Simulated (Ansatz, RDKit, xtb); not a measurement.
# C4H6BFSi: ranking a sample of isomers

A sample of isomers of C4H6BFSi is drawn. Aim: find which of them has the lowest free energy at 298.15 K, then its properties. The sample is small against all isomers, and the most stable one of this formula need not be in it.

The funnel: GFN2-xTB relaxations, single points with a density functional, relaxations at B3LYP/def2-SVP, harmonic vibrations (at GFN2-xTB), and a last energy at a higher level. All values are calculated.

## (1) Candidates

Isomers were taken from a list of plausible structures; this is a sample, not all of them. That gives 10 candidates.

```
label              SMILES     spin
 c111  FC1=C([SiH3])BC=C1  singlet
 c320  FC1=CB([SiH3])C=C1  singlet
 c332  FB1C=CC([SiH3])=C1  singlet
 c543  FC1=C([SiH3])C=CB1  singlet
 c722  FC1=CC([SiH3])=CB1  singlet
 c726    FB1C=CC=C1[SiH3]  singlet
 c760    FC1=CBC=C1[SiH3]  singlet
 c782  FC1=CBC([SiH3])=C1  singlet
 c820    FC1=CC=CB1[SiH3]  singlet
 c999  FC1=CC=C([SiH3])B1  singlet
```

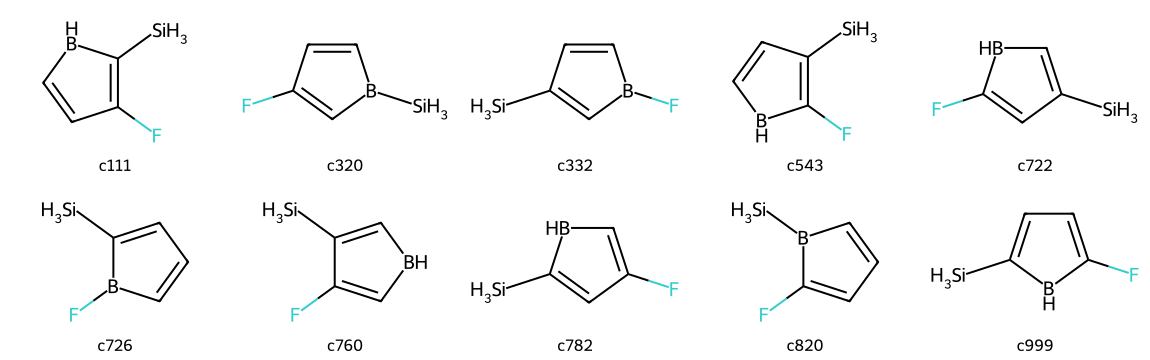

Structural formulas of the candidates.

Candidates are built by distance geometry, with a force field where one applies, in up to four conformers (letters a to d).

## (2) First filter: tight binding

All 10 starts are relaxed the same way. One of them, c999a (taken from a list of positional isomers, embedded by distance geometry and UFF), in full:

File start.xyz:

```xyz
13
c999a
C      0.824509    -0.421575    -0.082110
C     -0.073346     0.581259    -0.003875
C     -0.469651     1.022311    -1.358383
C      0.184327     0.352115    -2.277775
B      1.084274    -0.712080    -1.568421
F      1.372242    -1.068876     0.951985
Si     0.029405     0.639983    -4.053403
H     -0.403602     0.960912     0.939729
H     -1.133029     1.868429    -1.547950
H      1.024664     1.653637    -4.515550
H      0.325336    -0.629001    -4.818850
H     -1.314050     1.190736    -4.419405
H      1.779656    -1.486243    -2.099609
```

Launch:

```
$ xtb start.xyz --gfn 2 --opt
```

Log (excerpt; [...] marks lines left out):

```text
* xtb version 6.7.1
[...]
          :  # basis functions                  40          :
[...]
          :  # electrons                        36          :
[...]
          :  Hamiltonian                  GFN2-xTB          :
[...]
          :  net charge                          0          :
          :  unpaired electrons                  0          :
[...]
   *** convergence criteria satisfied after 14 iterations ***
[...]
   *** GEOMETRY OPTIMIZATION CONVERGED AFTER 28 ITERATIONS ***
[...]
   *** convergence criteria satisfied after 3 iterations ***
[...]
         ::                     SUMMARY                     ::
         :::::::::::::::::::::::::::::::::::::::::::::::::::::
         :: total energy             -19.234044958423 Eh    ::
         :: gradient norm              0.000183599369 Eh/a0 ::
         :: HOMO-LUMO gap              1.390965984677 eV    ::
         ::.................................................::
         :: SCC energy               -19.468724753907 Eh    ::
         :: -> isotropic ES            0.038734115178 Eh    ::
         :: -> anisotropic ES          0.004298009278 Eh    ::
         :: -> anisotropic XC          0.003959141198 Eh    ::
         :: -> dispersion             -0.009281704731 Eh    ::
         :: repulsion energy           0.234679795484 Eh    ::
         :: add. restraining           0.000000000000 Eh    ::
         :: total charge              -0.000000000000 e     ::
         :::::::::::::::::::::::::::::::::::::::::::::::::::::
[...]
        18        2.0000           -0.3822056             -10.4003 (HOMO)
        19                         -0.3310885              -9.0094 (LUMO)
[...]
     #   Z          covCN         q      C6AA      α(0)
     1   6 C        2.729     0.080    26.187     8.378
     2   6 C        2.940    -0.050    29.238     8.868
     3   6 C        3.003    -0.022    28.551     8.765
     4   6 C        2.792    -0.193    33.062     9.419
     5   5 B        2.813     0.253    17.520     6.993
     6   9 F        0.785    -0.225    11.494     4.005
     7  14 Si       3.648     0.437    99.092    19.086
     8   1 H        0.926     0.051     2.305     2.374
     9   1 H        0.926     0.035     2.516     2.480
    10   1 H        0.917    -0.097     5.468     3.657
    11   1 H        0.918    -0.099     5.523     3.676
    12   1 H        0.918    -0.104     5.724     3.742
    13   1 H        0.941    -0.067     4.523     3.325
[...]
     #   Z sym  total        # sym  WBO       # sym  WBO       # sym  WBO
 ---------------------------------------------------------------------------
     1   6 C    3.840 --     2 C    1.792     6 F    0.966     5 B    0.963
     2   6 C    3.987 --     1 C    1.792     3 C    1.035     8 H    0.967
     3   6 C    3.982 --     4 C    1.829     2 C    1.035     9 H    0.972
     4   6 C    3.948 --     3 C    1.829     5 B    1.016     7 Si   0.911
     5   5 B    3.172 --     4 C    1.016    13 H    0.983     1 C    0.963
     6   9 F    1.104 --     1 C    0.966
     7  14 Si   3.651 --     4 C    0.911    12 H    0.897    11 H    0.895
                            10 H    0.894
     8   1 H    0.997 --     2 C    0.967
     9   1 H    0.999 --     3 C    0.972
    10   1 H    0.990 --     7 Si   0.894
    11   1 H    0.990 --     7 Si   0.895
    12   1 H    0.989 --     7 Si   0.897
[...]
molecular dipole:
                 x           y           z       tot (Debye)
 q only:       -0.277       0.327      -0.864
   full:       -0.421       0.435      -0.457       1.928
molecular quadrupole (traceless):
[...]
          | TOTAL ENERGY              -19.234044958423 Eh   |
          | GRADIENT NORM               0.000183599369 Eh/α |
          | HOMO-LUMO GAP               1.390965984677 eV   |
           -------------------------------------------------
[...]
```

Wall time 0.14 s (2 threads of Intel Xeon 6975P-C (Granite Rapids), shared host).

## (3) The minima found

10 of the 10 relaxations converged. 10 distinct structures remain:

```
label  start        SMILES after     spin  energy (kcal/mol)
c726a  drawn    FB1C=CC=C1[SiH3]  singlet                0.0
c332a  drawn  FB1C=CC([SiH3])=C1  singlet                0.8
c760a  drawn    FC1=CBC=C1[SiH3]  singlet               28.7
c111a  drawn  FC1=C([SiH3])BC=C1  singlet               29.3
c782a  drawn  FC1=CBC([SiH3])=C1  singlet               29.9
c543a  drawn  FC1=C([SiH3])C=CB1  singlet               30.8
c722a  drawn  FC1=CC([SiH3])=CB1  singlet               32.0
c999a  drawn  FC1=CC=C([SiH3])B1  singlet               32.3
c320a  drawn  FC1=CB([SiH3])C=C1  singlet               39.0
c820a  drawn    FC1=CC=CB1[SiH3]  singlet               40.9
```

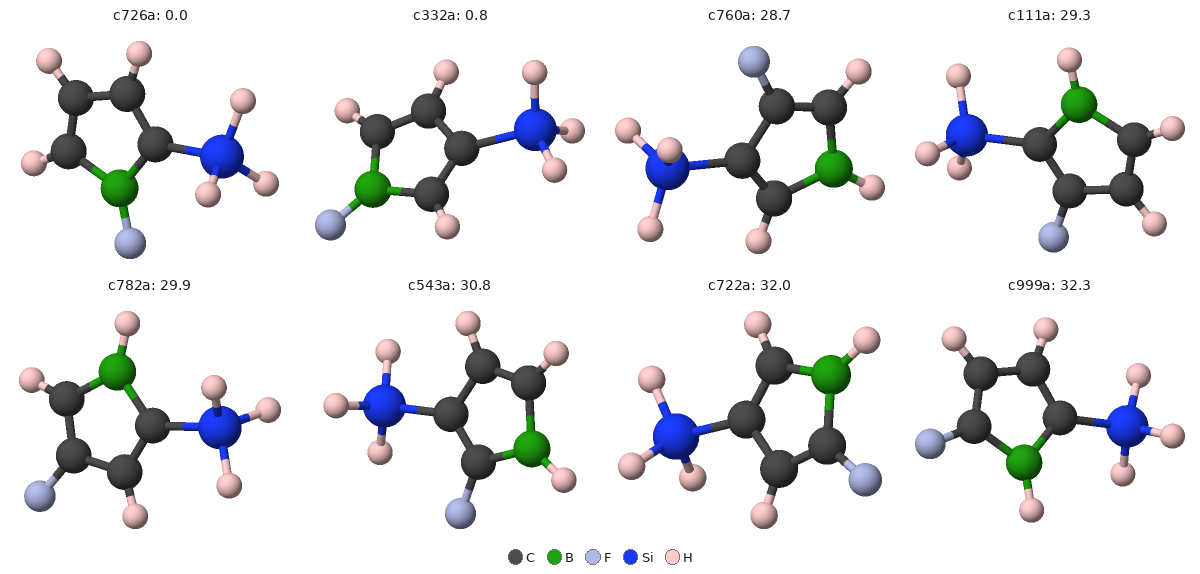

The 8 lowest minima that did not fall apart, with their GFN2-xTB energies in kcal/mol.

## (4) Second filter: single points

A choice of the minima (the low ones first, few conformers of a pattern, up to a cap) and the lowest that fell apart get a single point at r2SCAN-D4/def2-SVP on the tight-binding geometry, and one at HF/STO-3G for comparison. The lowest singlets are also tried as triplets at the same geometry (label ending in t). The first, c726a:

File input.yaml:

```yaml
crystal:
  periodic: [false, false, false]
  atoms:
    - {symbol: C, position_ang: [0.192083, 0.757488, 0.164571]}
    - {symbol: C, position_ang: [0.144183, 1.825612, -0.640908]}
    - {symbol: C, position_ang: [0.187792, 1.440894, -2.069487]}
    - {symbol: C, position_ang: [0.268388, 0.111981, -2.255018]}
    - {symbol: B, position_ang: [0.280896, -0.496523, -0.788063]}
    - {symbol: F, position_ang: [0.350102, -1.763259, -0.448613]}
    - {symbol: Si, position_ang: [0.346318, -0.758050, -3.910347]}
    - {symbol: H, position_ang: [0.170526, 0.819723, 1.238898]}
    - {symbol: H, position_ang: [0.079648, 2.859451, -0.339386]}
    - {symbol: H, position_ang: [0.155067, 2.188004, -2.847171]}
    - {symbol: H, position_ang: [-0.694028, -1.789414, -3.961315]}
    - {symbol: H, position_ang: [1.666182, -1.378111, -4.068532]}
    - {symbol: H, position_ang: [0.127212, 0.223384, -4.976942]}
basis:
  gaussian: {orbitals: def2-SVP}
hamiltonian: {xc: r2scan, dispersion: d4}
scf: {lower_state_search: "off"}
output: {orbitals: {seedname: orbitals}}
```

Launch:

```
$ ansatz run input.yaml --threads 2 --pin off --max-ram 5220MiB --events-out events.jsonl --progress --plain --runs-dir runs
```

Log (excerpt; [...] marks lines left out):

```text
Warning: RAYON_NUM_THREADS=2 ignored (pool sized by the plan → 2); use --threads N
Functional definition: r2SCAN
  name "r2SCAN"
[...]
1478 factors; their error is unknown
[...]
mean field -15503.56815700 eV, -569.7456210739 hartree, gradient 8.1e-6 eV, S^2 0.000000; 0 other end points of the search recorded, 0 dependent functions left out
reference -15503.56816840 eV, -569.7456214929 hartree; 29, 29 occupied and 103, 103 virtual orbitals, 1478 factors
Total energy: -15503.65410648 eV, -569.7487796589 hartree
Checks for a lower state left out: stability, starts, cluster_reference, orbital_swaps, neighbouring_geometries, increment
```

It took 1.5 s on 2 threads of Intel Xeon 6975P-C (Granite Rapids), shared host; peak memory 0.18 GiB.

Relative energies in kcal/mol, each column from its lowest structure that stays in one piece:

```
 label              SMILES     spin  GFN2-xTB  HF/STO-3G  r2SCAN-D4/def2-SVP
 c726a    FB1C=CC=C1[SiH3]  singlet       0.0        0.0                 0.0
 c332a  FB1C=CC([SiH3])=C1  singlet       0.8        0.5                 2.8
c726at    FB1C=CC=C1[SiH3]  triplet         –          –                36.2
c332at  FB1C=CC([SiH3])=C1  triplet         –          –                38.9
 c111a  FC1=C([SiH3])BC=C1  singlet      29.3       42.3                47.6
 c782a  FC1=CBC([SiH3])=C1  singlet      29.9       43.0                49.3
 c760a    FC1=CBC=C1[SiH3]  singlet      28.7       42.2                49.8
 c320a  FC1=CB([SiH3])C=C1  singlet      39.0       51.5                54.1
 c999a  FC1=CC=C([SiH3])B1  singlet      32.3       48.0                56.5
 c543a  FC1=C([SiH3])C=CB1  singlet      30.8       46.8                56.6
 c722a  FC1=CC([SiH3])=CB1  singlet      32.0       47.8                58.9
c111at  FC1=C([SiH3])BC=C1  triplet         –          –                78.5
```

## (5) Refinement at B3LYP/def2-SVP

3 candidates are relaxed at B3LYP/def2-SVP (chosen among the lowest in one piece, with other spins of them). The first, c726a:

input.yaml: that of step 4 with these lines changed.

```diff
@@ -17,5 +17,10 @@
 basis:
-  gaussian: {orbitals: def2-SVP}
-hamiltonian: {xc: r2scan, dispersion: d4}
-scf: {lower_state_search: "off"}
-output: {orbitals: {seedname: orbitals}}
+  gaussian:
+    orbitals: def2-SVP
+total_charge: 0
+hamiltonian:
+  xc: {name: B3LYP}
+scf:
+  lower_state_search: "off"
+relax:
+  f_tol: 0.006
```

Launch:

```
$ ansatz run input.yaml --threads 2 --pin off --max-ram 5220MiB --events-out events.jsonl --progress --plain --runs-dir runs
```

Log (excerpt; [...] marks lines left out):

```text
Warning: RAYON_NUM_THREADS=2 ignored (pool sized by the plan → 2); use --threads N
[...]
Functional definition: B3LYP
  name "B3LYP"
[...]
1476 factors; integrals over basis functions are off by at most 4.8e-4 eV
[...]
mean field -15509.29030261 eV, -569.9559060463 hartree, gradient 3.7e-6 eV, S^2 0.000000; 0 other end points of the search recorded, 0 dependent functions left out
[...]
reference -15509.29057668 eV, -569.9559161184 hartree; 29, 29 occupied and 103, 103 virtual orbitals, 1476 factors
relax step   1: F+E_penalty+E_count = -15509.29030261 eV  Δ(F+E_penalty+E_count) = +0.000e0 eV  max|allowed force component| = 8.853e-1 eV/Å  Δτ_max = 0.0000 Å  (16 SCF iters, accepted)
[...]
relax step   3: F+E_penalty+E_count = -15509.37836169 eV  Δ(F+E_penalty+E_count) = -5.556e-3 eV  max|allowed force component| = 8.317e-2 eV/Å  Δτ_max = 0.0148 Å  (23 SCF iters, accepted)
[...]
Atom 4 at     0.318430    -0.468297    -0.775340 Å, force    -0.000622     0.000572     0.002001 eV/Å
Atom 5 at     0.428526    -1.740076    -0.429681 Å, force     0.000267    -0.000157     0.000032 eV/Å
Atom 6 at     0.347699    -0.763164    -3.917997 Å, force    -0.000221    -0.000003     0.000675 eV/Å
Atom 7 at     0.203392     0.827158     1.295108 Å, force     0.000094    -0.001110    -0.001385 eV/Å
Atom 8 at     0.026132     2.881856    -0.313116 Å, force     0.000348    -0.000744     0.000036 eV/Å
Atom 9 at     0.089215     2.189341    -2.862457 Å, force     0.000405    -0.000211     0.000515 eV/Å
Atom 10 at    -0.775974    -1.736324    -4.069886 Å, force    -0.000186     0.000505    -0.000279 eV/Å
Atom 11 at     1.623535    -1.526507    -4.067398 Å, force     0.000039     0.000592    -0.000361 eV/Å
Atom 12 at     0.260467     0.247049    -5.015066 Å, force     0.000206    -0.001166     0.000239 eV/Å
Dipole moment:    -0.034232     0.392172     0.097686 e Å
Checks for a lower state left out: stability, starts, cluster_reference, orbital_swaps, neighbouring_geometries, increment
```

Run time: 26 s. Hardware: 2 threads of Intel Xeon 6975P-C (Granite Rapids), shared host; peak memory 0.35 GiB.

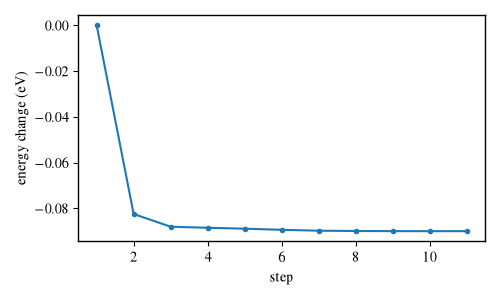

Energy along the run, all evaluated steps.

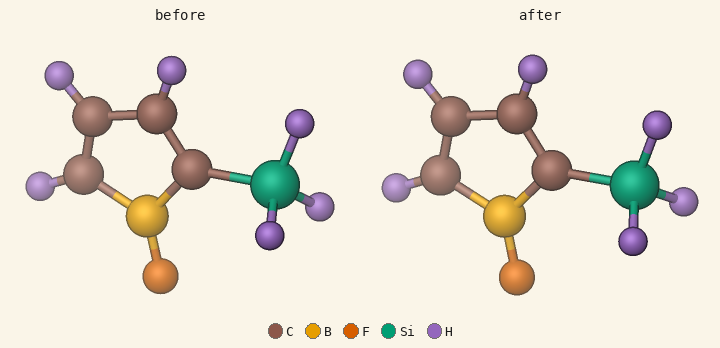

Before and after, at one scale.

After the run. Bond lengths: C1–C2 1.347 Å, C2–C3 1.511 Å, C3–C4 1.356 Å, C1–B5 1.582 Å, C4–B5 1.593 Å, B5–F6 1.323 Å, C4–Si7 1.865 Å, C1–H8 1.091 Å, C2–H9 1.095 Å, C3–H10 1.097 Å, Si7–H11 1.494 Å, Si7–H12 1.494 Å, Si7–H13 1.494 Å. Some angles: C1–C2–C3 112.1°, C2–C1–B5 104.2°, C2–C3–C4 113.6°, C3–C4–B5 102.6°, C3–C4–Si7 125.7°, B5–C4–Si7 131.7°, C1–B5–C4 107.5°, C1–B5–F6 126.5°, C4–B5–F6 126.0°, C1–C2–H9 126.5°.

(Part 1 of 2 ends here.)
